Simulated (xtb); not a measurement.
Geometry relaxation, with input and output: C₄H₆Br₂Si (part 2 of 3)

Continued. System: C₄H₆Br₂Si (Si(vinyl)2Br2), SMILES C=C[Si](Br)(Br)C=C. Method: GFN2-xTB (xtb 6.7.1 later snapshot).  The settings are looser than a standard set-up, so the numbers are not reference values.

Geometry of the input (Å):
```
Si -0.5525  -0.4077  -0.4674
C  -0.7809  -0.6541  1.3061
C  -1.4649  0.2193  2.0972
H  -0.2244  -1.5761  1.7213
H  -1.8798  1.1008  1.7598
H  -1.5342  0.0518  3.1570
C  1.3542  -0.2864  -0.9292
C  1.8948  0.8248  -1.5146
H  2.0169  -0.9887  -0.8337
H  1.3060  1.7525  -1.6913
H  2.9018  0.8831  -1.8051
Br -1.5744  1.3617  -1.1212
Br -1.3404  -2.1646  -1.6171
```

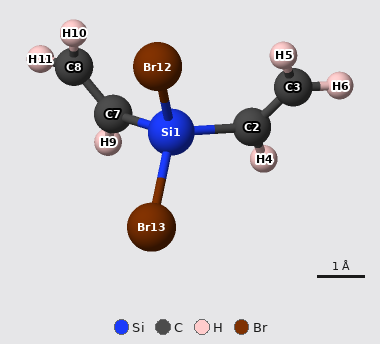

The geometry at step 1 of the log (ball-and-stick view, seen at a tilt; atoms are numbered from 1 in the order of the input).

The program's output, continued:
```
 iter      E             dE          RMSdq      gap      omega  full diag
   1    -21.7718346 -0.217718E+02  0.397E-02    3.93       0.0  T
   2    -21.7718348 -0.252201E-06  0.250E-02    3.93       1.1  T
   3    -21.7718347  0.854489E-07  0.834E-03    3.93       3.3  T
   4    -21.7718347  0.742755E-07  0.827E-03    3.93       3.4  T
   5    -21.7718351 -0.406738E-06  0.504E-03    3.93       5.5  T
   6    -21.7718351  0.925874E-08  0.371E-03    3.93       7.5  T
   7    -21.7718351 -0.579246E-07  0.228E-03    3.93      12.1  T
   8    -21.7718351 -0.814768E-08  0.117E-03    3.93      23.8  T
   9    -21.7718351  0.126547E-08  0.528E-04    3.93      52.6  T
  10    -21.7718351 -0.176706E-08  0.174E-04    3.93     159.8  T
     SCC iter.                  ...        0 min,  0.007 sec
     gradient                   ...        0 min,  0.005 sec
 * total energy  :   -21.5197053 Eh     change       -0.3541753E-04 Eh
   gradient norm :     0.0025308 Eh/α   predicted    -0.2793429E-04 ( -21.13%)
   displ. norm   :     0.0331001 α      lambda       -0.2833048E-04
   maximum displ.:     0.0225656 α      in ANC's #2, #5, #18, ...

   *** GEOMETRY OPTIMIZATION CONVERGED AFTER 6 ITERATIONS ***

------------------------------------------------------------------------
 total energy gain   :        -0.0288693 Eh      -18.1157 kcal/mol
 total RMSD          :         0.1328410 a0        0.0703 Å
 total power (kW/mol):       -12.6327048 (step) -839.8753 (real)
------------------------------------------------------------------------

 ANCopt (total)                0 d,  0 h,  0 min,  0.090 sec
 optimizer setup                ...        0 min,  0.000 sec (  0.111%)
 model hessian                  ...        0 min,  0.001 sec (  0.748%)
 ANC generation                 ...        0 min,  0.000 sec (  0.348%)
 coordinate transformation      ...        0 min,  0.000 sec (  0.059%)
 single point calculation       ...        0 min,  0.088 sec ( 97.186%)
 optimization log               ...        0 min,  0.000 sec (  0.537%)
 hessian update                 ...        0 min,  0.000 sec (  0.046%)
 rational function              ...        0 min,  0.001 sec (  0.628%)

================
 final structure:
================
13
 xtb: 6.7.1
Si          -0.46125699932818       -0.39783032214472       -0.49455637171972
C           -0.74198057873280       -0.64537212257222        1.34514122637439
C           -1.42066016304808        0.18434828852079        2.12159596424847
H           -0.30999294815434       -1.53939353454990        1.77719628382542
H           -1.87405907920101        1.08623518292918        1.74097786773086
H           -1.56057095290608       -0.00261730405055        3.17469033430206
C            1.34092169608441       -0.22825352191934       -0.99037366136543
C            1.87737271436031        0.85940132205947       -1.52075190614981
H            1.97037960035988       -1.09673288967550       -0.82545623872580
H            1.30043927226470        1.75036633927382       -1.71360019421697
H            2.92031039784473        0.90770324298648       -1.78953527134634
Br          -1.59269054252608        1.39768252691968       -1.18459048013380
Br          -1.32590241701747       -2.15907720777720       -1.57879755282335

 Bond Distances (Angstroems)
 ---------------------------
Si1-C2=1.8774        Si1-C7=1.8768        Si1-Br12=2.2316      Si1-Br13=2.2417      C2-Si1=1.8774        C2-C3=1.3236
C2-H4=1.0828         C3-C2=1.3236         C3-H5=1.0788         C3-H6=1.0787         H4-C2=1.0828         H5-C3=1.0788
H6-C3=1.0787         C7-Si1=1.8768        C7-C8=1.3237         C7-H9=1.0852         C8-C7=1.3237         C8-H10=1.0788
C8-H11=1.0781        H9-C7=1.0852         H10-C8=1.0788        H11-C8=1.0781        Br12-Si1=2.2316      Br13-Si1=2.2417
 C  H  Rav=1.0804 sigma=0.0027  Rmin=1.0781  Rmax=1.0852     6
 C  C  Rav=1.3236 sigma=0.0000  Rmin=1.3236  Rmax=1.3237     2
 Si C  Rav=1.8771 sigma=0.0003  Rmin=1.8768  Rmax=1.8774     2
 Br Si Rav=2.2367 sigma=0.0050  Rmin=2.2316  Rmax=2.2417     2

 selected bond angles (degree)
 --------------------
C7-Si1-C2=114.48               Br12-Si1-C2=109.47             Br12-Si1-C7=109.42             Br13-Si1-C2=108.22
Br13-Si1-C7=108.28             Br13-Si1-Br12=106.68           C3-C2-Si1=124.67               H4-C2-Si1=116.12
H4-C2-C3=119.21                H5-C3-C2=122.18                H6-C3-C2=122.04                H6-C3-H5=115.77
C8-C7-Si1=124.70               H9-C7-Si1=116.39               H9-C7-C8=118.91                H10-C8-C7=122.24
H11-C8-C7=121.92               H11-C8-H10=115.83

 selected dihedral angles (degree)
 ---------------------------------
C3-C2-Si1-C7=118.31           C3-C2-Si1-Br12=355.05         C3-C2-Si1-Br13=239.15         H4-C2-Si1-C7=298.15
H4-C2-Si1-Br12=174.89         H4-C2-Si1-Br13= 58.98         H5-C3-C2-Si1=  0.07           H5-C3-C2-H4=180.24
H6-C3-C2-Si1=179.66           H6-C3-C2-H4=359.83            C8-C7-Si1-C2=244.20           C8-C7-Si1-Br12=  7.48
C8-C7-Si1-Br13=123.39         H9-C7-Si1-C2= 64.43           H9-C7-Si1-Br12=187.71         H9-C7-Si1-Br13=303.62
H10-C8-C7-Si1=359.84          H10-C8-C7-H9=179.61           H11-C8-C7-Si1=180.01          H11-C8-C7-H9=359.78
           -------------------------------------------------
          |                Final Singlepoint                |
           -------------------------------------------------

          ...................................................
          :                      SETUP                      :
          :.................................................:
          :  # basis functions                  52          :
          :  # atomic orbitals                  49          :
          :  # shells                           23          :
          :  # electrons                        40          :
          :  max. iterations                   250          :
          :  Hamiltonian                  GFN2-xTB          :
          :  restarted?                      false          :
          :  GBSA solvation                  false          :
          :  PC potential                    false          :
          :  electronic temp.          300.0000000     K    :
          :  accuracy                    1.0000000          :
          :  -> integral cutoff          0.2500000E+02      :
          :  -> integral neglect         0.1000000E-07      :
          :  -> SCF convergence          0.1000000E-05 Eh   :
          :  -> wf. convergence          0.1000000E-03 e    :
          :  Broyden damping             0.4000000          :
          :  net charge                          0          :
          :  unpaired electrons                  0          :
          ...................................................

 iter      E             dE          RMSdq      gap      omega  full diag
   1    -21.7718351 -0.217718E+02  0.948E-05    3.93       0.0  T
   2    -21.7718351 -0.355627E-11  0.751E-05    3.93     369.5  T
   3    -21.7718351  0.101394E-10  0.732E-05    3.93     379.0  T

   *** convergence criteria satisfied after 3 iterations ***

         #    Occupation            Energy/Eh            Energy/eV
      -------------------------------------------------------------
         1        2.0000           -0.8682766             -23.6270
       ...           ...                  ...                  ...
        14        2.0000           -0.4557680             -12.4021
        15        2.0000           -0.4450843             -12.1114
        16        2.0000           -0.4408751             -11.9968
        17        2.0000           -0.4315566             -11.7433
        18        2.0000           -0.4313276             -11.7370
        19        2.0000           -0.4275886             -11.6353
        20        2.0000           -0.4223828             -11.4936 (HOMO)
        21                         -0.2778022              -7.5594 (LUMO)
        22                         -0.2544529              -6.9240
        23                         -0.2077567              -5.6533
        24                         -0.1758773              -4.7859
        25                         -0.1578872              -4.2963
       ...                                ...                  ...
        49                          1.0148605              27.6158
      -------------------------------------------------------------
                  HL-Gap            0.1445806 Eh            3.9342 eV
             Fermi-level           -0.3500925 Eh           -9.5265 eV

 SCC (total)                   0 d,  0 h,  0 min,  0.009 sec
 SCC setup                      ...        0 min,  0.000 sec (  0.988%)
 Dispersion                     ...        0 min,  0.000 sec (  0.471%)
 classical contributions        ...        0 min,  0.000 sec (  0.151%)
 integral evaluation            ...        0 min,  0.002 sec ( 22.597%)
 iterations                     ...        0 min,  0.002 sec ( 22.839%)
 molecular gradient             ...        0 min,  0.005 sec ( 51.195%)
 printout                       ...        0 min,  0.000 sec (  1.580%)

         :::::::::::::::::::::::::::::::::::::::::::::::::::::
         ::                     SUMMARY                     ::
         :::::::::::::::::::::::::::::::::::::::::::::::::::::
         :: total energy             -21.519705300771 Eh    ::
         :: gradient norm              0.002530885830 Eh/a0 ::
         :: HOMO-LUMO gap              3.934238610142 eV    ::
         ::.................................................::
         :: SCC energy               -21.771780645182 Eh    ::
         :: -> isotropic ES            0.029978177954 Eh    ::
         :: -> anisotropic ES          0.000689681593 Eh    ::
         :: -> anisotropic XC         -0.003416740107 Eh    ::
         :: -> dispersion             -0.012502885889 Eh    ::
         :: repulsion energy           0.252075344411 Eh    ::
         :: add. restraining           0.000000000000 Eh    ::
         :: total charge              -0.000000000000 e     ::
         :::::::::::::::::::::::::::::::::::::::::::::::::::::

           -------------------------------------------------
          |                Property Printout                |
           -------------------------------------------------

    * Orbital Energies and Occupations

         #    Occupation            Energy/Eh            Energy/eV
      -------------------------------------------------------------
         1        2.0000           -0.8682766             -23.6270
       ...           ...                  ...                  ...
         8        2.0000           -0.5302272             -14.4282
         9        2.0000           -0.5213472             -14.1866
        10        2.0000           -0.4926129             -13.4047
        11        2.0000           -0.4909612             -13.3597
        12        2.0000           -0.4681506             -12.7390
        13        2.0000           -0.4571003             -12.4383
        14        2.0000           -0.4557680             -12.4021
        15        2.0000           -0.4450843             -12.1114
        16        2.0000           -0.4408751             -11.9968
        17        2.0000           -0.4315566             -11.7433
        18        2.0000           -0.4313276             -11.7370
        19        2.0000           -0.4275886             -11.6353
        20        2.0000           -0.4223828             -11.4936 (HOMO)
        21                         -0.2778022              -7.5594 (LUMO)
        22                         -0.2544529              -6.9240
        23                         -0.2077567              -5.6533
        24                         -0.1758773              -4.7859
        25                         -0.1578872              -4.2963
        26                         -0.1348858              -3.6704
        27                         -0.0351077              -0.9553
        28                         -0.0137940              -0.3754
        29                         -0.0024596              -0.0669
        30                          0.0198647               0.5405
        31                          0.0284430               0.7740
       ...                                ...                  ...
        49                          1.0148605              27.6158
      -------------------------------------------------------------
                  HL-Gap            0.1445806 Eh            3.9342 eV
             Fermi-level           -0.3500925 Eh           -9.5265 eV

     #   Z          covCN         q      C6AA      α(0)
     1  14          3.446     0.558   101.779    19.673
     2   6          2.784    -0.126    31.194     9.148
     3   6          2.850    -0.066    29.624     8.921
     4   1          0.925     0.036     2.499     2.472
     5   1          0.926     0.053     2.279     2.361
     6   1          0.926     0.048     2.340     2.392
     7   6          2.784    -0.126    31.194     9.148
     8   6          2.850    -0.066    29.628     8.921
     9   1          0.925     0.036     2.499     2.472
    10   1          0.926     0.053     2.283     2.363
    11   1          0.926     0.048     2.339     2.392
    12  35          0.855    -0.225   191.108    22.289
    13  35          0.854    -0.226   191.149    22.291

 Mol. C6AA /au·bohr⁶  :       4739.607093
 Mol. C8AA /au·bohr⁸  :     206530.720976
 Mol. α(0) /au        :        114.843802

Wiberg/Mayer (AO) data.
largest (>0.10) Wiberg bond orders for each atom

 ---------------------------------------------------------------------------
     #   Z sym  total        # sym  WBO       # sym  WBO       # sym  WBO
 ---------------------------------------------------------------------------
     1  14      3.928 --    12      1.048    13      1.038     7      0.876
                             2      0.875
     2   6      3.983 --     3      1.989     4      0.972     1      0.875
     3   6      3.987 --     2      1.989     5      0.975     6      0.972
     4   1      0.999 --     2      0.972
     5   1      0.997 --     3      0.975
     6   1      0.997 --     3      0.972
     7   6      3.983 --     8      1.989     9      0.972     1      0.876
     8   6      3.987 --     7      1.989    10      0.975    11      0.972
     9   1      0.999 --     7      0.972
    10   1      0.997 --     8      0.975
    11   1      0.997 --     8      0.972
    12  35      1.218 --     1      1.048
    13  35      1.206 --     1      1.038
 ---------------------------------------------------------------------------

Topologies differ in total number of bonds
Writing topology from bond orders to xtbtopo.mol

molecular dipole:
                 x           y           z       tot (Debye)
 q only:        0.735       0.175       0.692
   full:        1.647       0.055       1.482       5.633
molecular quadrupole (traceless):
                xx          xy          yy          xz          yz          zz
 q only:        0.801      -0.406      -2.215      -5.113      -1.881       1.414
  q+dip:        3.312      -0.858      -8.045     -12.188      -5.111       4.733
   full:        3.189      -0.221      -7.930     -11.430      -4.412       4.741

           -------------------------------------------------
          |                Geometry Summary                 |
           -------------------------------------------------

      molecular mass/u    :      241.9831424
   center of mass at/Å    :       -0.9546757      -0.2845394      -0.9125995
  moments of inertia/u·Å² :        0.4866344E+03   0.7879446E+03   0.7973669E+03
rotational constants/cm⁻¹ :        0.3464126E-01   0.2139444E-01   0.2114163E-01

 * 12 selected distances

     #   Z          #   Z                                           value/Å
     1  14          2   6                                         1.8773840
     2   6          3   6                                         1.3236027
     2   6          4   1                                         1.0828478
     3   6          5   1                                         1.0788146
     3   6          6   1                                         1.0786747
     1  14          7   6                                         1.8768164
     7   6          8   6                                         1.3236594
     7   6          9   1                                         1.0852058
     8   6         10   1                                         1.0788241
     8   6         11   1                                         1.0780987 (min)
     1  14         12  35                                         2.2316264
     1  14         13  35                                         2.2416918 (max)

 * 4 distinct bonds (by element types)

   Z      Z             #   av. dist./Å        max./Å        min./Å
   1 H    6 C           6     1.0804110     1.0852058     1.0780987
   6 C    6 C           2     1.3236311     1.3236594     1.3236027
   6 C   14 Si          2     1.8771002     1.8773840     1.8768164
  14 Si  35 Br          2     2.2366591     2.2416918     2.2316264

optimized geometry written to: xtbopt.xyz

           -------------------------------------------------
          | TOTAL ENERGY              -21.519705300771 Eh   |
          | GRADIENT NORM               0.002530885830 Eh/α |
          | HOMO-LUMO GAP               3.934238610142 eV   |
           -------------------------------------------------

------------------------------------------------------------------------
------------------------------------------------------------------------
 total:
 *  cpu-time:     0 d,  0 h,  0 min,  0.134 sec
 * ratio c/w:     0.997 speedup
 SCF:
 *  cpu-time:     0 d,  0 h,  0 min,  0.022 sec
 * ratio c/w:     0.994 speedup
 ANC optimizer:
 *  cpu-time:     0 d,  0 h,  0 min,  0.100 sec
 * ratio c/w:     1.000 speedup
```

File xtbopt.xyz:
```
13
 energy: -21.519705300771 gnorm: 0.002530885830 xtb: 6.7.1
Si          -0.46125699932818       -0.39783032214472       -0.49455637171972
C           -0.74198057873280       -0.64537212257222        1.34514122637439
C           -1.42066016304808        0.18434828852079        2.12159596424847
H           -0.30999294815434       -1.53939353454990        1.77719628382542
H           -1.87405907920101        1.08623518292918        1.74097786773086
H           -1.56057095290608       -0.00261730405055        3.17469033430206
C            1.34092169608441       -0.22825352191934       -0.99037366136543
C            1.87737271436031        0.85940132205947       -1.52075190614981
H            1.97037960035988       -1.09673288967550       -0.82545623872580
H            1.30043927226470        1.75036633927382       -1.71360019421697
H            2.92031039784473        0.90770324298648       -1.78953527134634
Br          -1.59269054252608        1.39768252691968       -1.18459048013380
Br          -1.32590241701747       -2.15907720777720       -1.57879755282335
```

Standard error:
```
normal termination of xtb
```

Trajectory as extended XYZ (Å, eV, eV/Å), 6 frames, from step=0 to step=5:
```
13
Properties=species:S:1:pos:R:3 step=0 energy=-584.79544
Si   -0.5525   -0.4077   -0.4674
C    -0.7809   -0.6541    1.3061
C    -1.4649    0.2193    2.0972
H    -0.2244   -1.5761    1.7213
H    -1.8798    1.1008    1.7598
H    -1.5342    0.0518    3.1570
C     1.3542   -0.2864   -0.9292
C     1.8948    0.8248   -1.5146
H     2.0169   -0.9887   -0.8337
H     1.3060    1.7525   -1.6913
H     2.9018    0.8831   -1.8051
Br   -1.5744    1.3617   -1.1212
Br   -1.3404   -2.1646   -1.6171
13
Properties=species:S:1:pos:R:3 step=1 energy=-585.49472
Si   -0.4911   -0.4218   -0.4828
C    -0.7565   -0.6501    1.3311
C    -1.4236    0.2016    2.1073
H    -0.2759   -1.5511    1.7532
H    -1.8935    1.0853    1.7361
H    -1.5298    0.0288    3.1663
C     1.3425   -0.2503   -0.9505
C     1.8743    0.8390   -1.5044
H     2.0289   -1.0395   -0.8226
H     1.2970    1.7412   -1.6979
H     2.9025    0.8840   -1.7977
Br   -1.6046    1.4117   -1.1592
Br   -1.3478   -2.1624   -1.6169
13
Properties=species:S:1:pos:R:3 step=2 energy=-585.56913
Si   -0.4645   -0.4064   -0.4928
C    -0.7530   -0.6480    1.3394
C    -1.4235    0.1826    2.1150
H    -0.2944   -1.5234    1.7715
H    -1.8951    1.0755    1.7343
H    -1.5272    0.0157    3.1756
C     1.3281   -0.2369   -0.9835
C     1.8652    0.8467   -1.5176
H     1.9949   -1.0748   -0.8197
H     1.2962    1.7411   -1.7097
H     2.9119    0.8956   -1.7758
Br   -1.5826    1.3925   -1.1708
Br   -1.3336   -2.1437   -1.6041
```
